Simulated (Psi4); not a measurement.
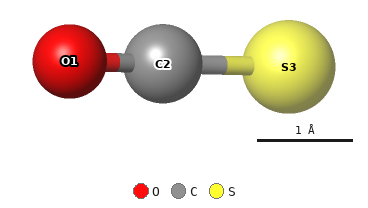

The structure as given in the input (ball-and-stick view, seen at a tilt; atoms are numbered from 1 in the order of the input). Bond lengths as drawn: C–O 1.15 Å and C–S 1.56 Å.

## COS: molecular dynamics (part 1 of 2)

- system: COS, SMILES O=C=S
- method: r2SCAN/6-31+G*, RKS (Psi4 1.11)

The geometry comes from this level: PBE0-D4/def2-TZVP.

**Log**
```
gradient() will perform analytic gradient computation.

   => Loading Basis Set <=

    Name: 6-31+G*
    Role: ORBITAL
    Keyword: BASIS

         ---------------------------------------------------------
                                   SCF
                              RKS Reference
                        1 Threads,   1525 MiB Core
         ---------------------------------------------------------

  ==> Geometry <==

    Molecular point group: c1
    Full point group: C1

    Geometry (in Angstrom), charge = 0, multiplicity = 1:

       Center              X                  Y                   Z               Mass
    ------------   -----------------  -----------------  -----------------  -----------------
         O            1.140130653165     0.934997125781     0.820711472084    15.994914619570
         C            0.430602634073     0.270580836532     0.224554257015    12.000000000000
         S           -0.731998997930    -0.569314672656    -0.494865062734    31.972071174400

  Running in c1 symmetry.

  Rotational constants: A =    214.03933  B =      0.19949  C =      0.19931 [cm^-1]
  Rotational constants: A = 6416737.78999  B =   5980.66041  C =   5975.09138 [MHz]
  Nuclear repulsion =   78.671160996471315

  Charge       = 0
  Multiplicity = 1
  Electrons    = 30
  Nalpha       = 15
  Nbeta        = 15

  ==> Algorithm <==

  SCF Algorithm Type is DF.
  DIIS enabled.
  MOM disabled.
  Fractional occupation disabled.
  Guess Type is SAD.
  Energy threshold   = 1.00e-08
  Density threshold  = 1.00e-08
  Integral threshold = 1.00e-12

  ==> Primary Basis <==

  Basis Set: 6-31+G*
    Blend: 6-31+G*
    Number of shells: 26
    Number of basis functions: 61
    Number of Cartesian functions: 61
    Spherical Harmonics?: false
    Max angular momentum: 2

  ==> DFT Potential <==

   => LibXC <=

    Version 7.1.2

   => Composite Functional: R2SCAN <=

    r2SCAN Meta-GGA XC Functional  (0.1021/acs.jpclett.0c02405)

    Deriv               =              1
    GGA                 =           TRUE
    Meta                =           TRUE

    Exchange Hybrid     =          FALSE
    MP2 Hybrid          =          FALSE

   => Exchange Functionals <=

    1.0000   XC_MGGA_X_R2SCAN

   => Correlation Functionals <=

    1.0000   XC_MGGA_C_R2SCAN

   => LibXC Density Thresholds  <==

    XC_MGGA_C_R2SCAN:  1.00E-15
    XC_MGGA_X_R2SCAN:  1.00E-11

   => Molecular Quadrature <=

    Radial Scheme          =       TREUTLER
    Pruning Scheme         =           NONE
    Nuclear Scheme         =       TREUTLER

    Blocking Scheme        =         OCTREE
    BS radius alpha        =              1
    Pruning alpha          =              1
    Radial Points          =             75
    Spherical Points       =            302
    Total Points           =          66005
    Total Blocks           =            558
    Max Points             =            256
    Max Functions          =             60
    Weights Tolerance      =       1.00E-15

   => Loading Basis Set <=

    Name: (6-31+G* AUX)
    Role: JKFIT
    Keyword: DF_BASIS_SCF

  ==> Integral Setup <==

  DFHelper Memory: AOs need 0.012 GiB; user supplied 0.858 GiB.
  SCF_SUBTYPE=INCORE selected. In-core MEM_DF algorithm will be used.
  Using in-core AOs.

  ==> MemDFJK: Density-Fitted J/K Matrices <==

    J tasked:                   Yes
    K tasked:                    No
    wK tasked:                   No
    Memory [MiB]:               878
    Algorithm:                 Core
    Schwarz Cutoff:           1E-12
    Mask sparsity (%):       0.2687
    Fitting Condition:        1E-10

   => Auxiliary Basis Set <=

  Basis Set: (6-31+G* AUX)
    Blend: HEAVY-AUG-CC-PVDZ-JKFIT
    Number of shells: 96
    Number of basis functions: 352
    Number of Cartesian functions: 352
    Spherical Harmonics?: false
    Max angular momentum: 3

  Cached 100.0% of DFT collocation blocks in 0.260 [GiB].

  Minimum eigenvalue in the overlap matrix is 2.9644597643E-04.
  Reciprocal condition number of the overlap matrix is 3.9821462736E-05.
    Using symmetric orthogonalization.

  ==> Pre-Iterations <==

  SCF Guess: Superposition of Atomic Densities via on-the-fly atomic UHF (no occupation information).

   -------------------------
    Irrep   Nso     Nmo
   -------------------------
     A         61      61
   -------------------------
    Total      61      61
   -------------------------

  ==> Iterations <==

                           Total Energy        Delta E     RMS |[F,P]|

   @DF-RKS iter SAD:  -511.12551257344813   -5.11126e+02   0.00000e+00
   @DF-RKS iter   1:  -511.27210783757175   -1.46595e-01   9.87654e-03 ADIIS/DIIS
   @DF-RKS iter   2:  -510.49153096442370    7.80577e-01   2.24073e-02 ADIIS/DIIS
   @DF-RKS iter   3:  -511.41028702903526   -9.18756e-01   3.96254e-03 ADIIS/DIIS
   @DF-RKS iter   4:  -511.42322664567882   -1.29396e-02   2.79765e-03 ADIIS/DIIS
   @DF-RKS iter   5:  -511.43689850765378   -1.36719e-02   1.05114e-03 ADIIS/DIIS
   @DF-RKS iter   6:  -511.43957783631288   -2.67933e-03   5.05768e-05 DIIS
   @DF-RKS iter   7:  -511.43958263278137   -4.79647e-06   1.20006e-05 DIIS
   @DF-RKS iter   8:  -511.43958294978222   -3.17001e-07   1.12258e-06 DIIS
   @DF-RKS iter   9:  -511.43958295182517   -2.04295e-09   2.37346e-07 DIIS
   @DF-RKS iter  10:  -511.43958295194710   -1.21929e-10   6.55958e-08 DIIS
   @DF-RKS iter  11:  -511.43958295195750   -1.04023e-11   9.35595e-09 DIIS
  Energy and wave function converged.

  ==> Post-Iterations <==

   Electrons on quadrature grid:
      Ntotal   =   29.9999999741 ; deviation = -2.593e-08

    Orbital Energies [Eh]
    ---------------------

    Doubly Occupied:

       1A    -88.595456     2A    -19.080656     3A    -10.220441
       4A     -7.894964     5A     -5.843567     6A     -5.834857
       7A     -5.834826     8A     -1.131315     9A     -0.782887
      10A     -0.526518    11A     -0.459131    12A     -0.459121
      13A     -0.446176    14A     -0.282932    15A     -0.282668

    Virtual:

      16A     -0.068310    17A     -0.060952    18A      0.003009
      19A      0.030351    20A      0.074406    21A      0.077704
      22A      0.078005    23A      0.110590    24A      0.116887
      25A      0.117970    26A      0.164103    27A      0.263933
      28A      0.284628    29A      0.286894    30A      0.346011
      31A      0.374066    32A      0.501479    33A      0.501820
      34A      0.512832    35A      0.602597    36A      0.603728
      37A      0.709872    38A      0.726292    39A      0.726299
      40A      0.809046    41A      0.820361    42A      0.921174
      43A      1.088884    44A      1.167624    45A      1.211184
      46A      1.214506    47A      1.275612    48A      1.448131
      49A      1.448216    50A      1.584475    51A      1.606209
      52A      1.748998    53A      1.929699    54A      1.929876
      55A      2.638090    56A      2.644709    57A      2.894449
      58A      3.268455    59A      3.990078    60A      4.367939
      61A      4.475250

    Final Occupation by Irrep:
              A
    DOCC [    15 ]
    NA   [    15 ]
    NB   [    15 ]

  @DF-RKS Final Energy:  -511.43958295195750

   => Energetics <=

    Nuclear Repulsion Energy =             78.6711609964713148
    One-Electron Energy =                -859.6048326430475299
    Two-Electron Energy =                 309.0161748794666323
    DFT Exchange-Correlation Energy =     -39.5220861848479856
    Empirical Dispersion Energy =           0.0000000000000000
    VV10 Nonlocal Energy =                  0.0000000000000000
    Total Energy =                       -511.4395829519575045

Computation Completed

Properties will be evaluated at   0.000000,   0.000000,   0.000000 [a0]

Properties computed using the SCF density matrix

 Multipole Moments:

 ------------------------------------------------------------------------------------
     Multipole            Electronic (a.u.)      Nuclear  (a.u.)        Total (a.u.)
 ------------------------------------------------------------------------------------

 L = 1.  Multiply by 2.5417464519 to convert [e a0] to [Debye]
 Dipole X            :         -0.0631301           -0.0138383           -0.0769684
 Dipole Y            :         -0.0784450           -0.0105309           -0.0889759
 Dipole Z            :         -0.0730421           -0.0091154           -0.0821575
 Magnitude           :                                                    0.1434946

 ------------------------------------------------------------------------------------

	total time  =          3 seconds =       0.05 minutes

         ------------------------------------------------------------
                                   SCF GRAD
         ------------------------------------------------------------

  ==> Geometry <==

    Molecular point group: c1
    Full point group: C1

    Geometry (in Angstrom), charge = 0, multiplicity = 1:

       Center              X                  Y                   Z               Mass
    ------------   -----------------  -----------------  -----------------  -----------------
         O            1.140130653165     0.934997125781     0.820711472084    15.994914619570
         C            0.430602634073     0.270580836532     0.224554257015    12.000000000000
         S           -0.731998997930    -0.569314672656    -0.494865062734    31.972071174400

  Nuclear repulsion =   78.671160996471329

  ==> Basis Set <==

  Basis Set: 6-31+G*
    Blend: 6-31+G*
    Number of shells: 26
    Number of basis functions: 61
    Number of Cartesian functions: 61
    Spherical Harmonics?: false
    Max angular momentum: 2

  ==> DFJKGrad: Density-Fitted SCF Gradients <==

    Gradient:                    1
    J tasked:                  Yes
    K tasked:                   No
    wK tasked:                  No
    Integrals threads:           1
    Memory [MiB]:             1144
    Schwarz Cutoff:          1E-12
    Fitting Condition:       1E-10

   => Auxiliary Basis Set <=

  Basis Set: (6-31+G* AUX)
    Blend: HEAVY-AUG-CC-PVDZ-JKFIT
    Number of shells: 96
    Number of basis functions: 352
    Number of Cartesian functions: 352
    Spherical Harmonics?: false
    Max angular momentum: 3

  ==> DFT Potential <==

   => LibXC <=

    Version 7.1.2

   => Composite Functional: R2SCAN <=

    r2SCAN Meta-GGA XC Functional  (0.1021/acs.jpclett.0c02405)

    Deriv               =              1
    GGA                 =           TRUE
    Meta                =           TRUE

    Exchange Hybrid     =          FALSE
    MP2 Hybrid          =          FALSE

   => Exchange Functionals <=

    1.0000   XC_MGGA_X_R2SCAN

   => Correlation Functionals <=

    1.0000   XC_MGGA_C_R2SCAN

   => LibXC Density Thresholds  <==

    XC_MGGA_C_R2SCAN:  1.00E-15
    XC_MGGA_X_R2SCAN:  1.00E-11

   => Molecular Quadrature <=

    Radial Scheme          =       TREUTLER
    Pruning Scheme         =           NONE
    Nuclear Scheme         =       TREUTLER

    Blocking Scheme        =         OCTREE
    BS radius alpha        =              1
    Pruning alpha          =              1
    Radial Points          =             75
    Spherical Points       =            302
    Total Points           =          66005
    Total Blocks           =            558
    Max Points             =            256
    Max Functions          =             60
    Weights Tolerance      =       1.00E-15

  -Total Gradient:
     Atom            X                  Y                   Z
    ------   -----------------  -----------------  -----------------
       1       -0.043779212193    -0.031101237340    -0.026546169240
       2        0.068506323763     0.043032080526     0.035708950971
       3       -0.025416044920    -0.012152349458    -0.009303315697

	total time  =          1 seconds =       0.02 minutes
```

**Standard output**
```
step   0  Epot  -13917.070039  Ekin  0.166316  Etot  -13916.903722 eV  T   428.9 K
step   1  Epot  -13917.060842  Ekin  0.157269  Etot  -13916.903572 eV  T   405.6 K
step   2  Epot  -13917.048576  Ekin  0.145159  Etot  -13916.903417 eV  T   374.3 K
step   3  Epot  -13917.035806  Ekin  0.132510  Etot  -13916.903296 eV  T   341.7 K
step   4  Epot  -13917.025094  Ekin  0.121841  Etot  -13916.903254 eV  T   314.2 K
step   5  Epot  -13917.018474  Ekin  0.115151  Etot  -13916.903323 eV  T   296.9 K
step   6  Epot  -13917.017034  Ekin  0.113512  Etot  -13916.903521 eV  T   292.7 K
step   7  Epot  -13917.020712  Ekin  0.116867  Etot  -13916.903845 eV  T   301.4 K
step   8  Epot  -13917.028352  Ekin  0.124080  Etot  -13916.904272 eV  T   320.0 K
step   9  Epot  -13917.037999  Ekin  0.133233  Etot  -13916.904766 eV  T   343.6 K
step  10  Epot  -13917.047342  Ekin  0.142054  Etot  -13916.905287 eV  T   366.3 K
step  11  Epot  -13917.054180  Ekin  0.148381  Etot  -13916.905799 eV  T   382.6 K
step  12  Epot  -13917.056814  Ekin  0.150544  Etot  -13916.906270 eV  T   388.2 K
step  13  Epot  -13917.054283  Ekin  0.147604  Etot  -13916.906678 eV  T   380.6 K
step  14  Epot  -13917.046448  Ekin  0.139433  Etot  -13916.907015 eV  T   359.6 K
step  15  Epot  -13917.033926  Ekin  0.126645  Etot  -13916.907281 eV  T   326.6 K
step  16  Epot  -13917.017919  Ekin  0.110436  Etot  -13916.907483 eV  T   284.8 K
step  17  Epot  -13917.000002  Ekin  0.092370  Etot  -13916.907632 eV  T   238.2 K
step  18  Epot  -13916.981898  Ekin  0.074158  Etot  -13916.907741 eV  T   191.2 K
step  19  Epot  -13916.965277  Ekin  0.057455  Etot  -13916.907822 eV  T   148.2 K
step  20  Epot  -13916.951579  Ekin  0.043692  Etot  -13916.907887 eV  T   112.7 K
step  21  Epot  -13916.941895  Ekin  0.033953  Etot  -13916.907942 eV  T    87.6 K
step  22  Epot  -13916.936881  Ekin  0.028891  Etot  -13916.907991 eV  T    74.5 K
step  23  Epot  -13916.936718  Ekin  0.028684  Etot  -13916.908033 eV  T    74.0 K
step  24  Epot  -13916.941104  Ekin  0.033037  Etot  -13916.908067 eV  T    85.2 K
step  25  Epot  -13916.949292  Ekin  0.041208  Etot  -13916.908084 eV  T   106.3 K
step  26  Epot  -13916.960153  Ekin  0.052075  Etot  -13916.908078 eV  T   134.3 K
step  27  Epot  -13916.972274  Ekin  0.064238  Etot  -13916.908036 eV  T   165.7 K
step  28  Epot  -13916.984097  Ekin  0.076153  Etot  -13916.907944 eV  T   196.4 K
step  29  Epot  -13916.994089  Ekin  0.086298  Etot  -13916.907791 eV  T   222.5 K
step  30  Epot  -13917.000926  Ekin  0.093359  Etot  -13916.907567 eV  T   240.8 K
step  31  Epot  -13917.003698  Ekin  0.096428  Etot  -13916.907270 eV  T   248.7 K
step  32  Epot  -13917.002080  Ekin  0.095179  Etot  -13916.906901 eV  T   245.4 K
step  33  Epot  -13916.996460  Ekin  0.089985  Etot  -13916.906474 eV  T   232.1 K
step  34  Epot  -13916.987958  Ekin  0.081948  Etot  -13916.906010 eV  T   211.3 K
step  35  Epot  -13916.978328  Ekin  0.072789  Etot  -13916.905539 eV  T   187.7 K
step  36  Epot  -13916.969704  Ekin  0.064606  Etot  -13916.905097 eV  T   166.6 K
step  37  Epot  -13916.964233  Ekin  0.059513  Etot  -13916.904720 eV  T   153.5 K
step  38  Epot  -13916.963656  Ekin  0.059217  Etot  -13916.904439 eV  T   152.7 K
step  39  Epot  -13916.968916  Ekin  0.064643  Etot  -13916.904273 eV  T   166.7 K
step  40  Epot  -13916.979920  Ekin  0.075695  Etot  -13916.904225 eV  T   195.2 K
```

**Trajectory as extended XYZ (Å, eV, eV/Å), 41 frames, from step=0 to step=40**
```
3
Properties=species:S:1:pos:R:3:forces:R:3 step=0 energy=-13917.07015
O     0.9220    0.6844    0.5821    1.3317   0.9885   0.8408
C     0.0967    0.0718    0.0611   -0.9494  -0.7047  -0.5995
S    -1.0187   -0.7562   -0.6432   -0.3376  -0.2506  -0.2132
3
Properties=species:S:1:pos:R:3:forces:R:3 step=1 energy=-13917.06096
O     0.9195    0.6858    0.5841    1.7589   1.2933   1.0983
C     0.1029    0.0730    0.0615   -1.6236  -1.1742  -0.9937
S    -1.0198   -0.7573   -0.6444   -0.0943  -0.0896  -0.0796
3
Properties=species:S:1:pos:R:3:forces:R:3 step=2 energy=-13917.04869
O     0.9173    0.6873    0.5863    2.1248   1.5587   1.3235
C     0.1087    0.0739    0.0618   -2.2152  -1.5877  -1.3414
S    -1.0209   -0.7584   -0.6456    0.1287   0.0556   0.0403
```
